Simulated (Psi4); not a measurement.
## Geometry relaxation, with input and output: NF$_{3}$ (part 3 of 3)

NF$_{3}$; PBEh-3c/def2-mSVP, RKS (Psi4 1.11). The geometry comes from this level: GFN2-xTB.

Geometry of the input (Å):
```
F  0.6230  -0.0006  1.0705
N  0.3413  -0.0716  -0.2570
F  -0.6358  -1.0143  -0.3181
F  -0.3285  1.0865  -0.4953
```

The program's output, continued:
```
  Rotational constants: A =      0.36587  B =      0.36566  C =      0.20003 [cm^-1]
  Rotational constants: A =  10968.61638  B =  10962.24787  C =   5996.66152 [MHz]
  Nuclear repulsion =  134.985546821576150

  Charge       = 0
  Multiplicity = 1
  Electrons    = 34
  Nalpha       = 17
  Nbeta        = 17

   => Molecular Quadrature <=

    Radial Scheme          =       TREUTLER
    Pruning Scheme         =           NONE
    Nuclear Scheme         =       TREUTLER

    Blocking Scheme        =         OCTREE
    BS radius alpha        =              1
    Pruning alpha          =              1
    Radial Points          =             75
    Spherical Points       =            302
    Total Points           =          85729
    Total Blocks           =            703
    Max Points             =            256
    Max Functions          =             57
    Weights Tolerance      =       1.00E-15

   => Auxiliary Basis Set <=

  Basis Set: (DEF2-MSVP AUX)
    Blend: DEF2-UNIVERSAL-JKFIT
    Number of shells: 100
    Number of basis functions: 308
    Number of Cartesian functions: 372
    Spherical Harmonics?: true
    Max angular momentum: 4

  Cached 100.0% of DFT collocation blocks in 0.130 [GiB].

  Minimum eigenvalue in the overlap matrix is 1.1991467187E-02.
  Reciprocal condition number of the overlap matrix is 3.2607998455E-03.
    Using symmetric orthogonalization.

  ==> Iterations <==

                           Total Energy        Delta E     RMS |[F,P]|

   @DF-RKS iter   0:  -353.39116835094273   -3.53391e+02   1.25750e-04
   @DF-RKS iter   1:  -353.39337525430375   -2.20690e-03   3.50017e-05 DIIS
   @DF-RKS iter   2:  -353.39337440699541    8.47308e-07   4.87192e-05 DIIS
   @DF-RKS iter   3:  -353.39337724096885   -2.83397e-06   2.43538e-06 DIIS
   @DF-RKS iter   4:  -353.39337726538673   -2.44179e-08   1.11229e-06 DIIS
   @DF-RKS iter   5:  -353.39337726791342   -2.52669e-09   1.43137e-07 DIIS
   @DF-RKS iter   6:  -353.39337726794196   -2.85354e-11   1.00723e-07 DIIS
   @DF-RKS iter   7:  -353.39337726795395   -1.19940e-11   1.75986e-08 DIIS
   @DF-RKS iter   8:  -353.39337726795446   -5.11591e-13   2.63764e-09 DIIS
  Energy and wave function converged.

  ==> Post-Iterations <==

   Electrons on quadrature grid:
      Ntotal   =   33.9999971726 ; deviation = -2.827e-06

    Orbital Energies [Eh]
    ---------------------

    Doubly Occupied:

       1A    -25.171895     2A    -25.171721     3A    -25.171703
       4A    -14.938909     5A     -1.517846     6A     -1.374429
       7A     -1.374377     8A     -0.913010     9A     -0.709068
      10A     -0.709035    11A     -0.671103    12A     -0.570029
      13A     -0.569986    14A     -0.519706    15A     -0.519668
      16A     -0.505568    17A     -0.410403

    Virtual:

      18A      0.090748    19A      0.090846    20A      0.102518
      21A      0.602524    22A      0.602560    23A      0.616496
      24A      0.754588    25A      0.948549    26A      0.948882
      27A      0.948956    28A      1.116619    29A      1.116766
      30A      1.122212    31A      1.169680    32A      1.169749
      33A      1.186256    34A      1.186976    35A      1.187004
      36A      1.225502    37A      1.231030    38A      1.231079
      39A      1.285342    40A      1.332483    41A      1.390491
      42A      1.390741    43A      1.650107    44A      1.650231
      45A      1.881414    46A      1.881443    47A      1.941202
      48A      1.986521    49A      2.218620    50A      2.218787
      51A      2.371924    52A      2.391784    53A      2.391802
      54A      2.966803    55A      2.967159    56A      3.198697
      57A     18.930949    58A     32.659314    59A     32.659574
      60A     33.174333

    Final Occupation by Irrep:
              A
    DOCC [    17 ]
    NA   [    17 ]
    NB   [    17 ]

  @DF-RKS Final Energy:  -353.39337726795446

   => Energetics <=

    Nuclear Repulsion Energy =            134.9855468215761505
    One-Electron Energy =                -759.5616379342070559
    Two-Electron Energy =                 293.3211815122494386
    DFT Exchange-Correlation Energy =     -22.1555488716069924
    Empirical Dispersion Energy =           0.0170812040340221
    VV10 Nonlocal Energy =                  0.0000000000000000
    Total Energy =                       -353.3933772679544632

Computation Completed

Properties will be evaluated at   0.000000,   0.000000,   0.000000 [a0]

Properties computed using the SCF density matrix

 Multipole Moments:

 ------------------------------------------------------------------------------------
     Multipole            Electronic (a.u.)      Nuclear  (a.u.)        Total (a.u.)
 ------------------------------------------------------------------------------------

 L = 1.  Multiply by 2.5417464519 to convert [e a0] to [Debye]
 Dipole X            :         -0.2141461            0.2595732            0.0454271
 Dipole Y            :          0.0449311           -0.0543847           -0.0094537
 Dipole Z            :          0.1614823           -0.1955244           -0.0340421
 Magnitude           :                                                    0.0575487

 ------------------------------------------------------------------------------------

	total time  =          2 seconds =       0.03 minutes

         ------------------------------------------------------------
                                   SCF GRAD
         ------------------------------------------------------------

  ==> Geometry <==

    Molecular point group: c1
    Full point group: C1

    Geometry (in Angstrom), charge = 0, multiplicity = 1:

       Center              X                  Y                   Z               Mass
    ------------   -----------------  -----------------  -----------------  -----------------
         F            0.636163108696    -0.005172645546     1.042856443893    18.998403162730
         N            0.374883867599    -0.078544134341    -0.282382510891    14.003074004430
         F           -0.607988336161    -1.006868548097    -0.329520709472    18.998403162730
         F           -0.304488865677     1.069933392075    -0.505201231553    18.998403162730

  Nuclear repulsion =  134.985546821576150

   => Molecular Quadrature <=

    Radial Scheme          =       TREUTLER
    Pruning Scheme         =           NONE
    Nuclear Scheme         =       TREUTLER

    Blocking Scheme        =         OCTREE
    BS radius alpha        =              1
    Pruning alpha          =              1
    Radial Points          =             75
    Spherical Points       =            302
    Total Points           =          85729
    Total Blocks           =            703
    Max Points             =            256
    Max Functions          =             57
    Weights Tolerance      =       1.00E-15

  -Total Gradient:
     Atom            X                  Y                   Z
    ------   -----------------  -----------------  -----------------
       1       -0.000078287056    -0.000036561118     0.000044762099
       2        0.000024510415     0.000043418225     0.000028209123
       3        0.000056267354    -0.000056880253    -0.000004523686
       4        0.000048721267     0.000131886392    -0.000072387996

	total time  =          0 seconds =       0.00 minutes

    			-----------------------------------------

    			 OPTKING 3.0: for geometry optimizations

    			        with contributions from

    			-----------------------------------------

	                            ===> Fragment 1 <==

	 Z (Atomic Numbers)          Masses                          Geom
	       9.000000            18.998403          1.20217405 -0.00977488  1.97071307
	       7.000000            14.003074          0.70842784 -0.14842690 -0.53362561
	       9.000000            18.998403         -1.14893144 -1.90270580 -0.62270389
	       9.000000            18.998403         -0.57540056  2.02188108 -0.95469197

	 - Coordinate -           - BOHR/RAD -       - ANG/DEG -
	 R(1,2)           =         2.556310           1.352741
	 R(2,3)           =         2.556406           1.352792
	 R(2,4)           =         2.556511           1.352847
	 B(1,2,3)         =         1.784099         102.221349
	 B(1,2,4)         =         1.784729         102.257442
	 B(3,2,4)         =         1.784381         102.237476
	 O(1,2,3,4)       =        -1.226291         -70.261275
	 O(3,2,1,4)       =         1.226501          70.273358
	 O(4,2,1,3)       =        -1.226121         -70.251536

	        --- Internal Coordinate Step in ANG or DEG, aJ/ANG or AJ/DEG ---
	-------------------------------------------------------------------------------
	           Coordinate      Previous         Force          Change          New
	           ----------      --------        ------          ------        ------
	               R(1,2)       1.35274        0.00005        0.00001       1.35275
	               R(2,3)       1.35279       -0.00031       -0.00004       1.35275
	               R(2,4)       1.35285       -0.00084       -0.00010       1.35275
	             B(1,2,3)     102.22135        0.00001        0.02501     102.24636
	             B(1,2,4)     102.25744       -0.00000       -0.01218     102.24526
	             B(3,2,4)     102.23748       -0.00001       -0.02782     102.20965
	           O(1,2,3,4)     -70.26127        0.00000        0.00441     -70.25687
	           O(3,2,1,4)      70.27336        0.00000        0.00502      70.27838
	           O(4,2,1,3)     -70.25154       -0.00001       -0.02751     -70.27904
	-------------------------------------------------------------------------------

	                                 ==> Convergence Check <==

	Measures of convergence in internal coordinates in au.

	Criteria marked as inactive (o), active & met (*), and active & unmet ( ).

	----------------------------------------------------------------------------------------------
	   Step    Total Energy     Delta E     Max Force     RMS Force      Max Disp      RMS Disp
	----------------------------------------------------------------------------------------------
	  Convergence Criteria     1.00e-06 *    3.00e-04 *             o    1.20e-03 *             o
	----------------------------------------------------------------------------------------------
	     3    -353.39337727   -3.55e-06      1.02e-04 *    6.67e-05 o    4.86e-04 *    2.90e-04 o  ~
	----------------------------------------------------------------------------------------------

Next Geometry in Ang
	Fragment 1 (Ang)

	    F   0.6362715812  -0.0049451599   1.0429068618
	    N   0.3749738163  -0.0786602259  -0.2823177102
	    F  -0.6081302187  -1.0066696123  -0.3297565862
	    F  -0.3045454043   1.0696230622  -0.5050805733

    Final optimized geometry and variables:
    Molecular point group: c1
    Full point group: C1

    Geometry (in Angstrom), charge = 0, multiplicity = 1:

    F            0.636163108696    -0.005172645546     1.042856443893
    N            0.374883867599    -0.078544134341    -0.282382510891
    F           -0.607988336161    -1.006868548097    -0.329520709472
    F           -0.304488865677     1.069933392075    -0.505201231553

  Variable Map:
  ----------------------------------------------------------------------------
  "CURRENT ENERGY"                      =>    -353.393377267954
  "CURRENT REFERENCE ENERGY"            =>    -353.393377267954
  "DD SOLVATION ENERGY"                 =>       0.000000000000
  "DFT FUNCTIONAL TOTAL ENERGY"         =>    -353.410458471988
  "DFT TOTAL ENERGY"                    =>    -353.393377267954
  "DFT VV10 ENERGY"                     =>       0.000000000000
  "DFT XC ENERGY"                       =>     -22.155548871607
  "DISPERSION CORRECTION ENERGY"        =>      -0.000625326166
  "GRID ELECTRONS ALPHA"                =>      16.999998586275
  "GRID ELECTRONS BETA"                 =>      16.999998586275
  "GRID ELECTRONS TOTAL"                =>      33.999997172551
  "NUCLEAR REPULSION ENERGY"            =>     134.985546821576
  "ONE-ELECTRON ENERGY"                 =>    -759.561637934207
  "OPTIMIZATION ITERATIONS"             =>       3.000000000000
  "PBEH3C DISPERSION CORRECTION ENERGY" =>      -0.000625326166
  "PCM POLARIZATION ENERGY"             =>       0.000000000000
  "PE ENERGY"                           =>       0.000000000000
  "SCF ITERATION ENERGY"                =>    -353.393377267954
  "SCF ITERATIONS"                      =>       8.000000000000
  "SCF TOTAL ENERGY"                    =>    -353.393377267954
  "TWO-ELECTRON ENERGY"                 =>     293.321181512249
  "XC GRID RADIAL POINTS"               =>      75.000000000000
  "XC GRID SPHERICAL POINTS"            =>     302.000000000000
  "XC GRID TOTAL POINTS"                =>   85729.000000000000

  Array Variable Map:
  ----------------------------------------------------------------------------
  "-D GRADIENT"                         =>      -0.001448739649 ... 0.001120575197 4 by 3
  "CURRENT DIPOLE"                      =>       0.045427087999 ... -0.034042114189 1 by 3
  "CURRENT GRADIENT"                    =>      -0.000078287056 ... -0.000072387996 4 by 3
  "DFT TOTAL GRADIENT"                  =>      -0.000078287056 ... -0.000072387996 4 by 3
  "DISPERSION CORRECTION GRADIENT"      =>       0.000005935123 ... -0.000004692558 4 by 3
  "PBEH3C DISPERSION CORRECTION GRADIENT" =>       0.000005935123 ... -0.000004692558 4 by 3
  "SCF DIPOLE"                          =>       0.045427087999 ... -0.034042114189 1 by 3
  "SCF TOTAL ENERGIES"                  =>    -353.391168350943 ... -353.393377267954 1 by 9
  "SCF TOTAL GRADIENT"                  =>      -0.000078287056 ... -0.000072387996 4 by 3

    Psi4 run time: 0:00:08.16

[set-up sections that repeat, and orbital energies of the middle runs, are left out above]
```

Standard output:
```
Optimizer: Optimization complete!
```

Trajectory as extended XYZ (Å, eV, eV/Å), 3 frames, from step=0 to step=2:
```
4
Properties=species:S:1:pos:R:3:forces:R:3 step=0 energy=-9616.31207
F     0.6230   -0.0006    1.0705   -0.3522   0.0250  -0.2949
N     0.3413   -0.0716   -0.2570    0.2359  -0.0503  -0.1812
F    -0.6358   -1.0143   -0.3181    0.1117   0.3917   0.2102
F    -0.3285    1.0865   -0.4953   -0.0003  -0.3596   0.2691
4
Properties=species:S:1:pos:R:3:forces:R:3 step=1 energy=-9616.32359
F     0.6105    0.0001    1.0595    0.0540  -0.0059   0.0348
N     0.3522   -0.0739   -0.2655   -0.0397   0.0074   0.0330
F    -0.6315   -1.0004   -0.3105   -0.0132  -0.0476  -0.0278
F    -0.3283    1.0735   -0.4857    0.0018   0.0443  -0.0431
4
Properties=species:S:1:pos:R:3:forces:R:3 step=2 energy=-9616.32369
F     0.6121   -0.0001    1.0609    0.0040   0.0019  -0.0023
N     0.3509   -0.0735   -0.2643   -0.0013  -0.0022  -0.0014
F    -0.6320   -1.0018   -0.3114   -0.0029   0.0029   0.0002
F    -0.3285    1.0750   -0.4871   -0.0025  -0.0068   0.0037
```

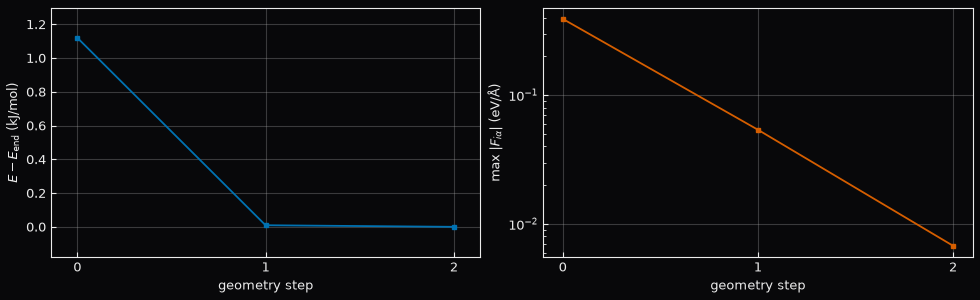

Progress of the relaxation, step by step (steps are counted from 0). After 2 geometry steps the energy has fallen by 1.12 kJ/mol. Largest force component: 0.39 eV/Å at the start, 0.0068 eV/Å at the end. The largest moves after the best rigid fit, 0.015 Å, are those of F1, F3 and F4. By element the largest moves are F 0.015 Å, N 0.011 Å. Among the contacts that change: F1–N2 1.359 → 1.353 Å. (Atoms are counted from 1 in the order of the input.)

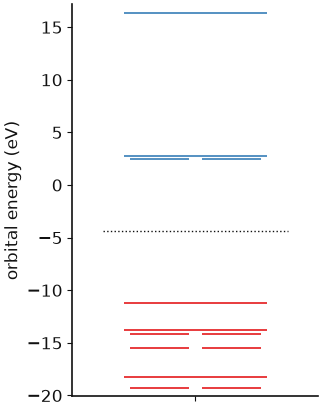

Orbital energies near the frontier; the dotted line parts filled from empty levels, and levels within 0.02 eV of each other stand side by side. Highest filled −11.17 eV, lowest empty 2.47 eV, 13.64 eV apart.

Results in brief:

| quantity | value |
| --- | --- |
| outcome | converged |
| total energy | −353.393377 hartree |
| dispersion energy | −0.000625 hartree |
| HOMO | −11.17 eV |
| LUMO | 2.47 eV |
| dipole moment | 0.15 D |
| hardware | 1 thread of Intel Xeon (Granite Rapids), 192 GiB of memory available, shared host |
| wall time | 9.3 s |
| peak memory | 0.38 GiB |
